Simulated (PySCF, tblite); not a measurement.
# C₅H₉BO: geometry, infrared bands and NMR shifts

What infrared bands and NMR shifts should C₅H₉BO (`C=C1CBOCC1`) show?

The runs use tblite 0.8.0 and PySCF 2.14.0, with density-fitted response routines of our own; the level of theory stands in each step. All values are computed, except where a source is named. Atoms are numbered from 0 throughout.

## (1) The starting structure

16 atoms, charge 0, multiplicity 1; geometry from: force field or distance geometry start.

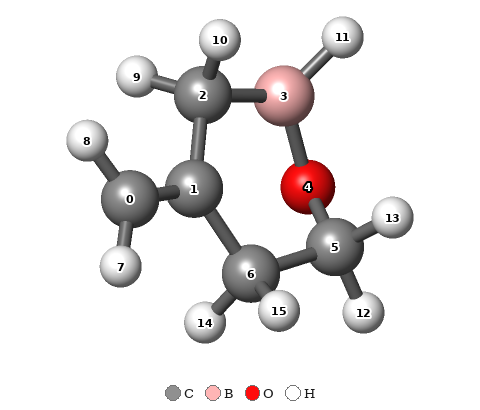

The starting geometry (carbon grey, boron pink, oxygen red, hydrogen white), atoms numbered; sticks join atoms by distance.

## (2) Relaxing the molecule with GFN2-xTB

What the job is given:

```
{"job": {"kind": "relax", "xc": "GFN2-xTB", "basis": "xTB"}, "charge": 0, "multiplicity": 1}
C      1.730400    -1.346800    -0.187900
C      0.652700    -0.524800    -0.168600
C     -0.521600    -0.856000    -1.040600
B     -1.703700     0.209200    -0.845700
O     -1.321500     1.539900    -0.357200
C     -0.671400     1.386800     0.874400
C      0.713300     0.724600     0.702000
H      2.608400    -1.127300     0.416900
H      1.731300    -2.236100    -0.810000
H     -0.223400    -0.834200    -2.105300
H     -0.919800    -1.866500    -0.799900
H     -2.791600    -0.202700    -0.592700
H     -0.516500     2.397900     1.324400
H     -1.285100     0.824500     1.612800
H      1.409900     1.454700     0.239000
H      1.100800     0.465900     1.727000
```

Launch:

```console
$ OMP_NUM_THREADS=1 python probes_run.py task.json out
```

This one command runs all jobs of the session in turn.

Standard output:

```text
step      E/eV     max force
  0    -559.58921    2.345
  1    -559.77435    1.632
  2    -559.87616    1.030
  3    -559.93233    0.870
  4    -560.00992    0.731
  5    -560.04073    0.690
  6    -560.15574    1.294
  7    -560.23669    1.300
  8    -560.37087    0.979
  9    -560.42522    0.683
 10    -560.50571    0.759
 11    -560.57078    0.695
 12    -560.61243    0.474
 13    -560.64555    0.442
 14    -560.68170    0.530
 15    -560.71654    0.513
 16    -560.73875    0.405
 17    -560.75274    0.328
 18    -560.76255    0.216
 19    -560.77226    0.236
 20    -560.77885    0.191
 21    -560.78572    0.213
 22    -560.79317    0.227
 23    -560.80017    0.195
 24    -560.80508    0.164
 25    -560.80852    0.172
 26    -560.81151    0.160
 27    -560.81471    0.156
 28    -560.81849    0.187
 29    -560.82341    0.255
 30    -560.83015    0.271
 31    -560.83835    0.209
 32    -560.84623    0.213
 33    -560.85300    0.218
 34    -560.86011    0.248
 35    -560.86906    0.332
 36    -560.88026    0.352
 37    -560.89217    0.291
 38    -560.90380    0.220
 39    -560.91113    0.207
 40    -560.91678    0.227
 41    -560.92307    0.216
 42    -560.93007    0.180
 43    -560.93511    0.161
 44    -560.94017    0.185
 45    -560.94402    0.182
 46    -560.94720    0.121
 47    -560.94925    0.101
 48    -560.95082    0.081
 49    -560.95187    0.081
 50    -560.95272    0.077
 51    -560.95347    0.074
 52    -560.95414    0.062
 53    -560.95471    0.059
 54    -560.95516    0.047
 55    -560.95553    0.043
 56    -560.95590    0.047
 57    -560.95634    0.054
 58    -560.95693    0.065
 59    -560.95764    0.066
 60    -560.95837    0.078
 61    -560.95912    0.077
 62    -560.96004    0.075
 63    -560.96136    0.092
 64    -560.96321    0.107
 65    -560.96538    0.126
 66    -560.96760    0.137
 67    -560.97008    0.128
 68    -560.97254    0.120
 69    -560.97496    0.156
 70    -560.97770    0.141
 71    -560.98106    0.134
 72    -560.98460    0.176
 73    -560.98320    0.276
 74    -560.98885    0.126
 75    -560.99027    0.168
 76    -560.99242    0.125
 77    -560.99525    0.092
 78    -560.99698    0.093
 79    -560.99891    0.092
 80    -560.99986    0.083
 81    -561.00127    0.090
 82    -561.00296    0.105
 83    -561.00459    0.089
 84    -561.00543    0.054
 85    -561.00573    0.029
 86    -561.00588    0.034
 87    -561.00601    0.024
 88    -561.00610    0.028
 89    -561.00616    0.019
 90    -561.00622    0.015
 91    -561.00626    0.017
 92    -561.00629    0.016
 93    -561.00630    0.013
 94    -561.00631    0.007
```

Wall time 0.81 s (1 thread of Arm Neoverse N1, shared host); peak memory 0.18 GiB.

The steps of the relaxation: (not every step is listed)

| step | energy from step 0 (eV) | largest force (eV/Å) |
| --- | --- | --- |
| 0 | 0.0000 | 2.3450 |
| 1 | -0.1851 | 1.6317 |
| 2 | -0.2870 | 1.0303 |
| 3 | -0.3431 | 0.8698 |
| 4 | -0.4207 | 0.7308 |
| 5 | -0.4515 | 0.6901 |
| 6 | -0.5665 | 1.2941 |
| 7 | -0.6475 | 1.2996 |
| 8 | -0.7817 | 0.9792 |
| 16 | -1.1495 | 0.4047 |
| 24 | -1.2159 | 0.1636 |
| 32 | -1.2570 | 0.2134 |
| 40 | -1.3276 | 0.2272 |
| 48 | -1.3616 | 0.0808 |
| 56 | -1.3667 | 0.0473 |
| 64 | -1.3740 | 0.1072 |
| 72 | -1.3954 | 0.1760 |
| 80 | -1.4107 | 0.0825 |
| 88 | -1.4169 | 0.0283 |
| 89 | -1.4170 | 0.0190 |
| 90 | -1.4170 | 0.0152 |
| 91 | -1.4171 | 0.0168 |
| 92 | -1.4171 | 0.0158 |
| 93 | -1.4171 | 0.0127 |
| 94 | -1.4171 | 0.0073 |

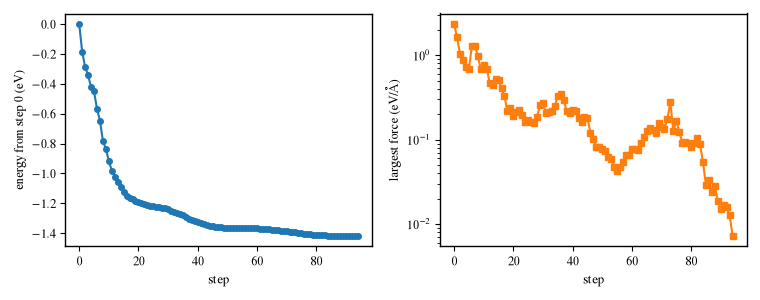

Energy and largest force along the relaxation.

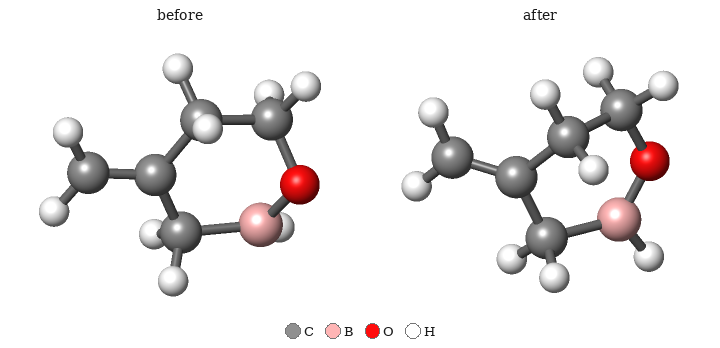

Before and after, at one scale.

Close pairs (by a distance rule), those that changed most:

| bond | before (Å) | after (Å) | change (Å) |
| --- | --- | --- | --- |
| B3–O4 | 1.468 | 1.325 | -0.143 |
| C6–H15 | 1.126 | 1.090 | -0.036 |
| C0–C1 | 1.356 | 1.323 | -0.033 |
| C2–H10 | 1.112 | 1.090 | -0.022 |
| C5–H12 | 1.118 | 1.096 | -0.021 |
| C1–C6 | 1.524 | 1.503 | -0.021 |
| B3–H11 | 1.190 | 1.173 | -0.017 |
| C6–H14 | 1.110 | 1.093 | -0.017 |

The end geometry stands in the next job.

## (3) Harmonic vibrations with GFN2-xTB

What the job is given:

```
{"job": {"kind": "ir", "xc": "GFN2-xTB", "basis": "xTB"}, "charge": 0, "multiplicity": 1}
C      1.470367    -1.495784     0.231936
C      0.689860    -0.516773    -0.195183
C     -0.424423    -0.684752    -1.181353
B     -1.727660     0.101631    -0.683631
O     -1.692710     0.941128     0.341383
C     -0.529433     1.191344     1.101799
C      0.765360     0.885059     0.341301
H      2.242160    -1.330920     0.965759
H      1.377659    -2.500627    -0.144418
H     -0.118119    -0.253822    -2.140647
H     -0.617487    -1.741097    -1.370389
H     -2.771087    -0.010170    -1.208684
H     -0.561444     2.245539     1.400173
H     -0.583407     0.573423     2.006922
H      0.857977     1.590629    -0.488787
H      1.614788     1.014137     1.012407
```

Standard output:

```text
mode    cm-1     km/mol
  1      97.8      2.99
  2     164.8      2.09
  3     312.4      3.07
  4     370.9      1.14
  5     396.1      0.14
  6     454.6      1.60
  7     506.6      0.85
  8     634.1      6.14
  9     706.2     10.31
 10     716.7      3.31
 11     800.3      1.06
 12     845.0     47.78
 13     866.7     65.43
 14     879.6      1.56
 15     887.3     27.81
 16     960.2      8.62
 17     972.0      5.97
 18    1024.6      0.40
 19    1047.4      4.76
 20    1104.9     16.63
 21    1112.0    111.97
 22    1169.8      9.04
 23    1208.7      2.45
 24    1232.7     40.51
 25    1260.8      4.82
 26    1296.2     55.62
 27    1319.3     56.88
 28    1366.2    203.38
 29    1422.1      4.14
 30    1454.4      1.10
 31    1467.2      3.89
 32    1474.1      3.57
 33    1732.8     40.21
 34    2612.3    192.69
 35    2905.4     30.71
 36    2929.7     30.19
 37    2930.7     48.53
 38    2962.9     51.76
 39    2999.4     22.78
 40    3000.5     57.31
 41    3095.8     28.47
 42    3120.1     52.29
```

Wall time 0.66 s (1 thread of Arm Neoverse N1, shared host); peak memory 0.18 GiB.

The strongest bands and the atoms that carry them (share of the mass-weighted mode):

| cm⁻¹ | km/mol | atoms |
| --- | --- | --- |
| 867 | 65.4 | B3 16 %, C2 16 %, H10 12 %, H11 11 % |
| 1112 | 112.0 | H11 32 %, O4 19 %, C5 16 %, B3 12 % |
| 1296 | 55.6 | H13 29 %, H14 25 %, B3 11 % |
| 1319 | 56.9 | C6 21 %, H12 18 %, C1 17 %, H14 12 % |
| 1366 | 203.4 | B3 32 %, O4 26 %, H12 17 %, H13 16 % |
| 2612 | 192.7 | H11 92 % |
| 3000 | 57.3 | H10 83 % |
| 3120 | 52.3 | H8 65 %, H7 26 % |

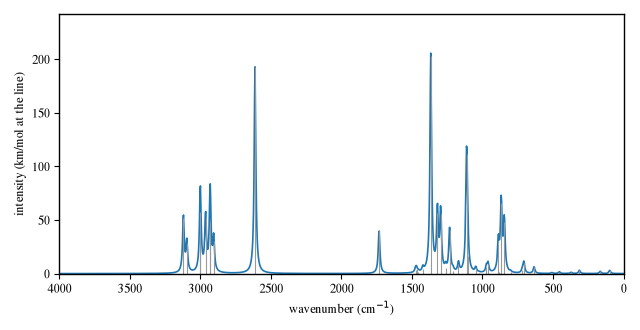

The infrared spectrum from these modes, unscaled. Lines are broadened to a width of 14 cm⁻¹ (Lorentzian).

## (4) Shielding tensors: PBE0/pcSseg-1

The job, as its differences from that of step 3:

```diff
@@ -1,2 +1,2 @@
-{"job": {"kind": "ir", "xc": "GFN2-xTB", "basis": "xTB"}, "charge": 0, "multiplicity": 1}
+{"job": {"kind": "nmr", "xc": "PBE0", "basis": "pcSseg-1"}, "charge": 0, "multiplicity": 1}
 C      1.470367    -1.495784     0.231936
```

With the program's defaults for keys left out, this is: GIAO PBE0/pcSseg-1 NMR shielding, non-relativistic, gas phase.

Standard output:

```text
coarse grid: 13184 points
cycle   1  E = -295.5241977343  dE =  9.594e-01  |g| = 6.178e-01  |ddm| = 3.526e+00
cycle   2  E = -295.4578240202  dE =  6.637e-02  |g| = 8.761e-01  |ddm| = 1.120e+00
cycle   3  E = -295.6015447169  dE = -1.437e-01  |g| = 1.258e-01  |ddm| = 6.904e-01
cycle   4  E = -295.6046175366  dE = -3.073e-03  |g| = 3.190e-02  |ddm| = 1.136e-01
cycle   5  E = -295.6048566969  dE = -2.392e-04  |g| = 6.300e-03  |ddm| = 3.446e-02
cycle   6  E = -295.6048642912  dE = -7.594e-06  |g| = 2.741e-03  |ddm| = 8.091e-03
final grid: 126808 points
cycle   7  E = -295.6565803265  dE = -3.252e-05  |g| = 1.238e-02  |ddm| = 2.970e-02
cycle   8  E = -295.6565298670  dE =  5.046e-05  |g| = 1.990e-02  |ddm| = 2.452e-02
cycle   9  E = -295.6566137870  dE = -8.392e-05  |g| = 1.770e-03  |ddm| = 1.534e-02
cycle  10  E = -295.6566145562  dE = -7.692e-07  |g| = 2.148e-04  |ddm| = 1.545e-03
cycle  11  E = -295.6566145647  dE = -8.431e-09  |g| = 1.265e-04  |ddm| = 2.982e-04
cycle  12  E = -295.6566145679  dE = -3.297e-09  |g| = 3.247e-05  |ddm| = 1.264e-04
cycle  13  E = -295.6566145682  dE = -2.266e-10  |g| = 6.840e-06  |ddm| = 3.196e-05
converged SCF energy = -295.6566145682

GIAO shielding tensors (ppm)
atom      isotropic    diamagn.    paramagn.     s11        s22        s33       span
  0 C       73.755     251.892    -178.137    -25.149    102.993    143.422    168.571
  1 C       33.891     263.217    -229.327    -90.161     23.398    168.435    258.596
  2 C      153.816     251.994     -98.177    134.270    155.567    171.613     37.343
  3 B       54.486     192.220    -137.734     13.700     49.417    100.341     86.640
  4 O      126.299     390.912    -264.613    -79.229    102.220    355.904    435.133
  5 C      113.546     244.991    -131.445     86.833    104.451    149.354     62.521
  6 C      144.894     249.205    -104.311    138.028    140.531    156.123     18.095
  7 H       26.669      31.506      -4.837     23.589     25.413     31.005      7.415
  8 H       26.690      31.298      -4.608     24.069     25.248     30.753      6.685
  9 H       29.839      30.290      -0.450     26.463     28.008     35.048      8.585
 10 H       29.637      31.801      -2.164     25.866     29.135     33.912      8.046
 11 H       26.457      28.976      -2.520     24.737     25.857     28.775      4.038
 12 H       27.084      28.407      -1.323     22.674     27.045     31.531      8.857
 13 H       27.374      29.862      -2.489     23.337     27.007     31.777      8.439
 14 H       29.306      31.155      -1.848     26.462     27.670     33.787      7.325
 15 H       29.471      32.042      -2.571     25.965     28.345     34.104      8.138
```

It took 37 s on 1 thread of Arm Neoverse N1, shared host; peak memory 0.75 GiB.

The references, computed at this level on geometries of the same kind, shield at (ppm): 1H TMS 31.72, 13C TMS 186.9, 17O H2O 336.1, 11B BF3·OEt2 100.1. Their shielding less the atom's gives the shift. The references are single molecules in the gas phase, so shifts against H2O, NH3, PH3, H3PO4 or CFCl3 are not on the usual liquid scales and can be off by tens of ppm. Atoms listed in one row are averaged.

| atoms | environment | σ (ppm) | δ (ppm) | δ scaled to CDCl3 |
| --- | --- | --- | --- | --- |
| C1 | fully substituted alkene carbon | 33.9 | 153.0 | 147.4 |
| C0 | terminal =CH2 carbon | 73.8 | 113.2 | 108.5 |
| C5 | sp3 CH2 bonded to O | 113.5 | 73.4 | 69.7 |
| C6 | allylic sp3 CH2 | 144.9 | 42.0 | 39.1 |
| C2 | allylic sp3 CH2 bonded to B | 153.8 | 33.1 | 30.4 |
| H11 | hydrogen on a boron bonded to C, O, in a 6-membered ring | 26.46 | 5.26 | – |
| H7 | hydrogen on a terminal =CH2 carbon | 26.67 | 5.05 | 4.86 |
| H8 | hydrogen on a terminal =CH2 carbon | 26.69 | 5.03 | 4.84 |
| H12, H13 | hydrogen on an sp3 CH2 bonded to O | 27.23 | 4.49 | 4.34 |
| H14, H15 | hydrogen on an allylic sp3 CH2 | 29.39 | 2.33 | 2.30 |
| H9, H10 | hydrogen on an allylic sp3 CH2 bonded to B | 29.74 | 1.98 | 1.97 |
| B3 | boron bonded to C, O, H, in a 6-membered ring | 54.5 | 45.6 | – |
| O4 | oxygen bonded to C, B, in a 6-membered ring | 126.3 | 209.8 | – |

The scaled column applies a straight-line fit of computed shieldings to shifts measured in CDCl3 (root-mean-square error 0.16 ppm for H, 1.9 ppm for C).

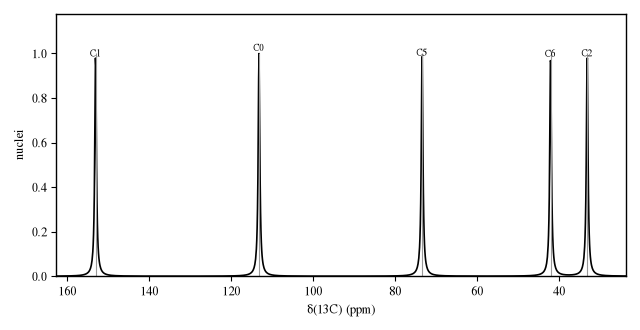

13C lines at the computed shifts, without couplings. Lines are broadened to a width of 0.48 ppm (Lorentzian).

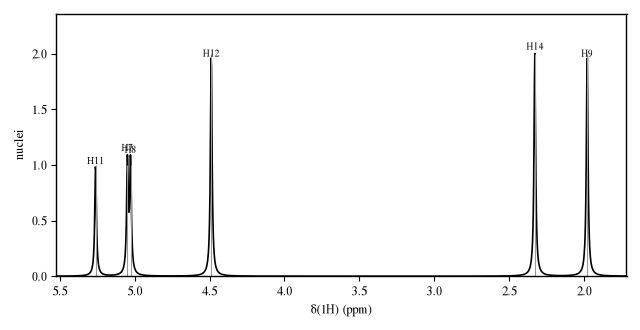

1H lines at the computed shifts, without couplings. Lines are broadened to a width of 0.01 ppm (Lorentzian).

The run also stored atomic charges by several schemes (e):

| atoms | Mulliken | IAO | Hirshfeld | ESP fit |
| --- | --- | --- | --- | --- |
| C0 | -0.06 | -0.35 | -0.13 | -0.71 |
| C1 | -0.43 | 0.03 | 0.01 | 0.46 |
| C2 | -0.34 | -0.44 | -0.15 | -0.65 |
| B3 | 0.42 | 0.26 | 0.18 | 0.71 |
| O4 | -0.47 | -0.35 | -0.15 | -0.57 |
| C5 | 0.09 | -0.05 | 0.02 | 0.43 |
| C6 | -0.18 | -0.28 | -0.07 | -0.48 |

ESP fit charges:

C0 -0.71; C1 0.46; C2 -0.65; B3 0.71; O4 -0.57; C5 0.43; C6 -0.48; H7 0.22; H8 0.23; H9 0.15; H10 0.16; H11 -0.21; H12 0.00; H13 0.00; H14 0.15; H15 0.12

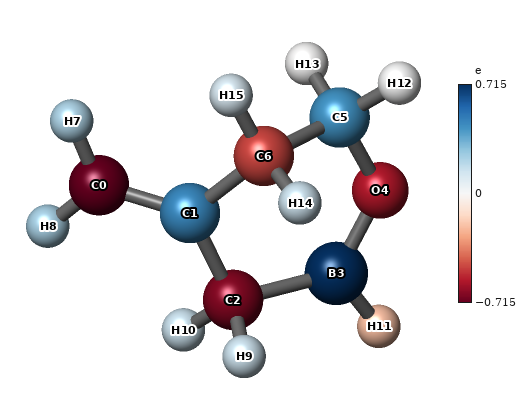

ESP fit charges, as colours on the atoms.

Mayer bond orders: C0–C1 2.01, C1–C2 1.03, C2–B3 0.94, B3–O4 1.29, O4–C5 0.86, C5–C6 1.04, C6–C1 1.01.

Ring of atoms C1, C2, B3, O4, C5, C6: NICS(0) 0.1, NICS(1) -1.7, NICS(1)zz 1.6 ppm (means of both faces).

## (5) Summary of results

| quantity | value |
| --- | --- |
| strongest single infrared mode (GFN2-xTB) | 1366 cm⁻¹, 203 km/mol |
| zero-point energy (GFN2-xTB) | 82.7 kcal/mol |
| 13C shifts against TMS (PBE0/pcSseg-1) | 153.0, 113.2, 73.4, 42.0, 33.1 ppm |
| 1H shifts against TMS (PBE0/pcSseg-1, means over atoms taken as alike) | 5.26, 5.05, 5.03, 4.49, 2.33, 1.98 ppm |
| 11B shifts against BF3·OEt2 (PBE0/pcSseg-1) | 45.6 ppm |
| 17O shifts against H2O (PBE0/pcSseg-1) | 209.8 ppm |

**Reading.** Relaxing lowered the energy by 1.417 eV in 94 steps; the close pair that moved most is B3–O4, from 1.468 to 1.325 Å. All 42 modes are real, so the xTB geometry is a minimum. The strongest single mode, at 1366 cm⁻¹, is carried by B3, O4, H12, H13. Unscaled tight-binding wavenumbers are off by several per cent, some by more. Its intensities can rank the bands wrongly. C1 (fully substituted alkene carbon) lies farthest downfield among carbon, at 153.0 ppm; an sp2 carbon of a C=C bond. At PBE0/pcSseg-1: The widest tensor belongs to O4: span 435 ppm, with a paramagnetic part of -265 ppm.
